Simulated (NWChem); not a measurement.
**triplet C2H4S at 6 levels**

We compute a comparison of 6 runs (UHF/STO-3G, UB3LYP/6-31G*, U-r2SCAN/aug-cc-pVDZ, UB3LYP/aug-cc-pVDZ, UPBE0/aug-cc-pVDZ) of triplet C2H4S. 

Program for the calculation: NWChem 7.3.0.

5 further runs of the same task are left out: 5 set aside as unsound or not needed.

## Step 1: The system as given

The species is C2H4S (7 atoms), meant as a triplet with charge 0. As SMILES of the parent species, `C1CS1`. Geometry: relaxed at PBE0-D4/def2-TZVP. That shape belongs to the parent species and isn't relaxed for this state.

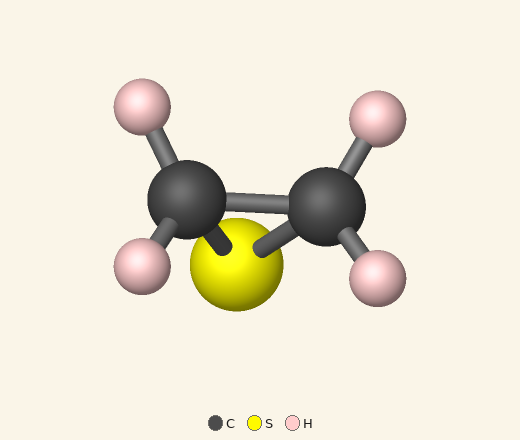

Viewed from a chosen angle; carbon dark grey, sulfur yellow, hydrogen pink.

## Step 2: A single-point energy at UHF/STO-3G (run 1)

Input file c2h4s.nw:

```
start c2h4s
title "C2H4S"
memory total 2200 mb
charge 0
geometry units atomic noautosym nocenter noautoz
   C   -0.97466404   0.23334338  -0.98299774
   C    1.13527187  -0.06818132   0.82291904
   S   -1.69718193  -1.74535105   1.69145606
   H   -0.84799570  -0.73402632  -2.78419019
   H   -1.95029185   2.03381774  -1.03420931
   H    1.61628275   1.52410191   2.01849206
   H    2.71857890  -1.24372325   0.26849229
end
basis "ao basis" spherical bse
   C library STO-3G
   S library STO-3G
   H library STO-3G
end
scf
   triplet
   uhf
   thresh 1e-08
   maxiter 80
end
task scf
```

Launch:

```bash
nwchem c2h4s.nw > c2h4s.out
```

The log of the run:

```text
[...]
  functions       =    23
[...]
  wavefunction    = UHF
[...]
         Total SCF energy =   -470.078590399893
      One electron energy =   -852.650768395094
      Two electron energy =    280.757111019152
 Nuclear repulsion energy =    101.815066976049
                       Sz =      1.0000
                 Sz(Sz+1) =      2.0000
                      S^2 =      2.0380
[...]
```

Run time: 2.6 s. Hardware: 1 thread of Intel Xeon Platinum 8259CL at 2.50GHz (Skylake/Cascade Lake), shared host; peak memory 0.098 GiB.

## Step 3: A single-point energy at UB3LYP/6-31G(d) (spherical functions) (run 2)

Input file geom.xyz:

```xyz
7

C     -0.515770     0.123480    -0.520180
C      0.600760    -0.036080     0.435470
S     -0.898110    -0.923600     0.895080
H     -0.448740    -0.388430    -1.473330
H     -1.032050     1.076250    -0.547280
H      0.855300     0.806520     1.068140
H      1.438610    -0.658150     0.142080
```

Input file geom.nw:

```
start geom
memory stack 880 mb heap 220 mb global 1100 mb

geometry noautosym nocenter noautoz
   load format xyz geom.xyz
end

basis spherical bse
   * library 6-31G*
end

dft
   xc b3lyp
   mult 3
   grid xfine
   convergence energy 1e-08
   iterations 100
   mulliken
   noprint "final vectors analysis"
end

task dft energy
```

Launch:

```bash
nwchem geom.nw > geom.out
```

The log of the run:

```text
[...]
          Wavefunction type:  spin polarized.
          No. of atoms     :     7
          No. of electrons :    32
[...]
          Charge           :     0
          Spin multiplicity:     3
[...]
          AO basis - number of functions:    54
[...]
              XC Information
              --------------
                         B3LYP Method XC Potential
                     Hartree-Fock (Exact) Exchange  0.200
                        Slater Exchange Functional  0.800 local
                    Becke 1988 Exchange Functional  0.720 non-local
              Lee-Yang-Parr Correlation Functional  0.810
                  VWN I RPA Correlation Functional  0.190 local
[...]
 d= 0,ls=0.0,diis     1   -476.5698434479 -5.78D+02  9.28D-03  6.86D-02     6.0
[...]
 d= 0,ls=0.0,diis    10   -476.6044862761 -5.62D-09  1.74D-06  4.89D-10    59.7
[...]
         Total DFT energy =     -476.604486276129
      One electron energy =     -856.268115403610
           Coulomb energy =      315.950956719581
    Exchange-Corr. energy =      -38.102401952052
 Nuclear repulsion energy =      101.815074359953
[...]
      Total Density - Mulliken Population Analysis
     ---------------------------------------------
    Atom       Charge   Shell Charges
 -----------   ------   -------------------------------------------------------
    1 C    6     6.46   2.00  0.67  2.12  0.63  1.00  0.04
    2 C    6     6.46   2.00  0.67  2.12  0.63  1.00  0.04
    3 S   16    15.79   2.00  2.00  5.97  1.41  2.78  0.52  0.98  0.13
    4 H    1     0.82   0.52  0.30
    5 H    1     0.82   0.52  0.30
    6 H    1     0.82   0.52  0.30
    7 H    1     0.82   0.52  0.30
[...]
      <S2> =      2.0051 (Exact =     2.0000)
[...]
```

Run time: 60 s. Hardware: 1 thread of Intel Xeon Platinum 8259CL at 2.50GHz (Skylake/Cascade Lake), shared host; peak memory 0.13 GiB.

## Step 4: A single-point energy at UB3LYP/6-31G(d) (Cartesian functions) (run 3)

Input file c2h4s.nw:

```
start c2h4s
title "C2H4S energy"
memory 2200 mb

geometry noautosym nocenter noautoz
 C     -0.515770     0.123480    -0.520180
 C      0.600760    -0.036080     0.435470
 S     -0.898110    -0.923600     0.895080
 H     -0.448740    -0.388430    -1.473330
 H     -1.032050     1.076250    -0.547280
 H      0.855300     0.806520     1.068140
 H      1.438610    -0.658150     0.142080
end

basis cartesian
 * library 6-31G*
end

dft
 xc b3lyp
 mult 3
 grid xfine
 convergence energy 1e-08
 maxiter 100
 mulliken
 print medium
end

task dft energy
```

Launch:

```bash
nwchem c2h4s.nw > c2h4s.out
```

The log of the run:

```text
[...]
          Wavefunction type:  spin polarized.
          No. of atoms     :     7
          No. of electrons :    32
[...]
          Charge           :     0
          Spin multiplicity:     3
[...]
          AO basis - number of functions:    57
[...]
              XC Information
              --------------
                         B3LYP Method XC Potential
                     Hartree-Fock (Exact) Exchange  0.200
                        Slater Exchange Functional  0.800 local
                    Becke 1988 Exchange Functional  0.720 non-local
              Lee-Yang-Parr Correlation Functional  0.810
                  VWN I RPA Correlation Functional  0.190 local
[...]
 d= 0,ls=0.0,diis     1   -476.5720880223 -5.78D+02  9.29D-03  1.01D-01     6.9
[...]
 d= 0,ls=0.0,diis    10   -476.6088485197 -5.98D-09  1.76D-06  6.58D-10    63.9
[...]
         Total DFT energy =     -476.608848519679
      One electron energy =     -856.198774329943
           Coulomb energy =      315.842091404422
    Exchange-Corr. energy =      -38.067239954110
 Nuclear repulsion energy =      101.815074359953
[...]
      Total Density - Mulliken Population Analysis
     ---------------------------------------------
    Atom       Charge   Shell Charges
 -----------   ------   -------------------------------------------------------
    1 C    6     6.46   1.99  0.68  2.12  0.64  1.00  0.03
    2 C    6     6.46   1.99  0.68  2.12  0.64  1.00  0.03
    3 S   16    15.79   2.00  1.99  5.97  1.47  2.78  0.52  0.98  0.08
    4 H    1     0.82   0.52  0.30
    5 H    1     0.82   0.52  0.30
    6 H    1     0.82   0.52  0.30
    7 H    1     0.82   0.52  0.30
[...]
      <S2> =      2.0050 (Exact =     2.0000)
[...]
```

It took 65 s on 1 thread of Intel Xeon Platinum 8259CL at 2.50GHz (Skylake/Cascade Lake), shared host; peak memory 0.13 GiB.

Runs 4 to 5 aren't shown in full; the table further down has their settings and results.

## Step 5: A single-point energy at UPBE0/aug-cc-pVDZ (run 6)

Input file run.py:

```python
from ase import Atoms
from ase.calculators.nwchem import NWChem

mol = Atoms(['C', 'C', 'S', 'H', 'H', 'H', 'H'], positions=[
    [-0.515770, 0.123480, -0.520180],
    [0.600760, -0.036080, 0.435470],
    [-0.898110, -0.923600, 0.895080],
    [-0.448740, -0.388430, -1.473330],
    [-1.032050, 1.076250, -0.547280],
    [0.855300, 0.806520, 1.068140],
    [1.438610, -0.658150, 0.142080],
])

calc = NWChem(
    label='test',
    theory='dft',
    memory='2200 mb',
    basis='aug-cc-pVDZ',
    basispar='spherical bse',
    dft={'xc': 'pbe0', 'mult': '3', 'grid': 'fine', 'convergence': 'energy 1e-08', 'iterations': '100', 'mulliken': None},
    task='energy',
)
mol.calc = calc

print("Total energy (eV):", round(mol.get_potential_energy(), 6))
```

Launch:

```bash
export ASE_NWCHEM_COMMAND="nwchem PREFIX.nwi > PREFIX.nwo"
python run.py
```

The log of the run:

```text
Total energy (eV): -12963.341537
```

The calculator wrote test.nwi:

```
title "test"

permanent_dir test

scratch_dir test

start test

geometry units angstrom nocenter noautosym noautoz
  C  -5.1576999999999995e-01 1.2348000000000001e-01 -5.2017999999999998e-01
  C  6.0075999999999996e-01 -3.6080000000000001e-02 4.3547000000000002e-01
  S  -8.9810999999999996e-01 -9.2359999999999998e-01 8.9507999999999999e-01
  H  -4.4874000000000003e-01 -3.8843000000000000e-01 -1.4733300000000000e+00
  H  -1.0320499999999999e+00 1.0762499999999999e+00 -5.4727999999999999e-01
  H  8.5529999999999995e-01 8.0652000000000001e-01 1.0681400000000001e+00
  H  1.4386099999999999e+00 -6.5815000000000001e-01 1.4208000000000001e-01
end

memory 2200 mb

basis spherical bse noprint
   * library aug-cc-pVDZ
end

dft
  xc pbe0
  mult 3
  grid fine
  convergence energy 1e-08
  iterations 100
  mulliken
end

task dft energy
```

test.nwo:

```text
Northwest Computational Chemistry Package (NWChem) 7.3.0
             --------------------------------------------------------

           Job information
           ---------------

    nwchem branch   = 7.3.0
    use scalapack   = T
    input           = test.nwi
    prefix          = test.
    data base       = test/test.db
    status          = startup
    nproc           =        1

           Memory information
           ------------------

    heap     =     72089600 doubles =      550.0 Mbytes
    stack    =     72089597 doubles =      550.0 Mbytes
    global   =    144179200 doubles =     1100.0 Mbytes (distinct from heap & stack)
    total    =    288358397 doubles =     2200.0 Mbytes
    verify   = yes
    hardfail = no

           Directory information
           ---------------------

  0 permanent = test
  0 scratch   = test

                                NWChem Input Module
                                -------------------

                                       test
                                       ----

[... 27 lines left out ...]
            Nuclear Dipole moment (a.u.)
[... 72 lines left out ...]
  convergence criterion.
[... 16 lines left out ...]
          Convergence on density requested:  1.00D-05
[... 22 lines left out ...]
          Spatial weights used:  Erf1
[... 3 lines left out ...]
          Convergence aids based upon iterative change in
[... 86 lines left out ...]
         Total DFT energy =     -476.394018483163
[... 1 line left out ...]
           Coulomb energy =      315.215823285772
[... 1 line left out ...]
 Nuclear repulsion energy =      101.815074359953
[... 774 lines left out ...]
                     DFT Final Beta Molecular Orbital Analysis
[... 867 lines left out ...]
   alpha    101    102    103    104    105    106    107    108    109
    beta    101    102    103    104    105    106    107    108    109
 overlap   1.000  1.000  1.000  1.000  1.000  1.000  1.000  1.000  1.000

     --------------------------
     Expectation value of S2:
     --------------------------
      <S2> =      2.0058 (Exact =     2.0000)

 center of mass
 --------------
 x =  -0.84639453 y =  -0.87041782 z =   0.84353604

 moments of inertia (a.u.)
 ------------------
         142.823895528545         -42.548217550188          17.798412817277
         -42.548217550188         172.181115328811          51.053316060720
          17.798412817277          51.053316060720         151.868638635096

     Multipole analysis of the density
     ---------------------------------

     L   x y z        total         alpha         beta         nuclear
     -   - - -        -----         -----         ----         -------
     0   0 0 0     -0.000000    -17.000000    -15.000000     32.000000

     1   1 0 0      0.265288     13.706200     11.213776    -24.654688
[... 8 lines of this table left out ...]
     2   0 0 2    -21.654092    -50.297139    -39.961905     68.604952

 Task  times  cpu:      117.0s     wall:      117.0s
 Total times  cpu:      117.0s     wall:      117.0s
```

Wall time 2 min (1 thread of Intel Xeon Platinum 8259CL at 2.50GHz (Skylake/Cascade Lake), shared host); peak memory 0.12 GiB.

## Step 6: All runs side by side

```csv
run,level,iteration cap,module,energy (Eh),dipole moment (D),HOMO energy (eV),⟨S²⟩,wall time
1,UHF/STO-3G,80,scf,-470.078590,0.99,-1.15,2.038,2.6 s
2,UB3LYP/6-31G* (spherical functions),100,dft,-476.604486,1.03,–,2.005,60 s
3,UB3LYP/6-31G* (Cartesian functions),100,dft,-476.608849,1.03,-1.62,2.005,65 s
4,U-r2SCAN/aug-cc-pVDZ,100,dft,-476.551514,1.28,-1.57,2.007,2.2 min
5,UB3LYP/aug-cc-pVDZ,100,dft,-476.643451,1.10,-2.17,2.005,2 min
6,UPBE0/aug-cc-pVDZ,100,dft,-476.394018,1.18,-2.31,2.006,2 min
```

## Step 7: Outcome

| quantity | value |
| --- | --- |
| run 6: total energy | -476.39402 Eh |
| run 6: dipole moment | 1.18 D |
| run 6: HOMO energy (highest over α and β) | -2.31 eV |
| run 6: ⟨S²⟩ | 2.006 |

**Reading.** The dipole moment (its size) runs from 0.99 D (UHF/STO-3G) to 1.28 D (U-r2SCAN/aug-cc-pVDZ). The two ends differ in method and basis. The two dipoles point in opposite directions. Totals of different functionals can't be ranked against each other. In run 1 the basis is minimal, so the values are rough. All runs together took 8.4 min, the longest 2.2 min.
